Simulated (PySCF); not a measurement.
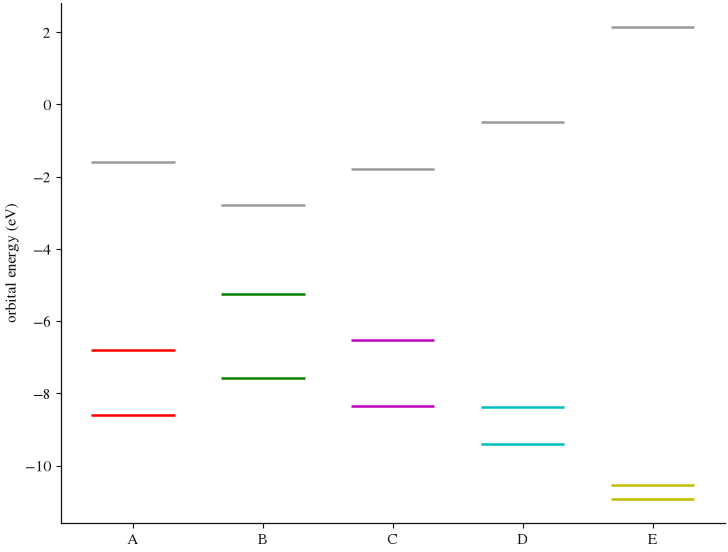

Frontier orbital energies of C₄H₄N₂ (pyridazine), SMILES c1ccnnc1 at one geometry, def2-SVPD, PySCF 2.14.0, at a PBE0-D3(BJ)/def2-SVP geometry (no frequency check). Empty levels are grey, levels within 0.1 eV stand side by side; all columns show the same few orbitals around the gap.

### The columns come from B3LYP, BHandHLYP, HF, LDA and PBE0. Which is which?

A: PBE0 (HOMO −6.79, LUMO −1.58, separation 5.21 eV)
B: LDA (HOMO −5.24, LUMO −2.80, separation 2.45 eV)
C: B3LYP (HOMO −6.53, LUMO −1.79, separation 4.74 eV)
D: BHandHLYP (HOMO −8.38, LUMO −0.50, separation 7.87 eV)
E: HF (HOMO −10.54, LUMO 2.14, separation 12.68 eV)

Limits of at least one run: empty levels above zero depend strongly on the basis.
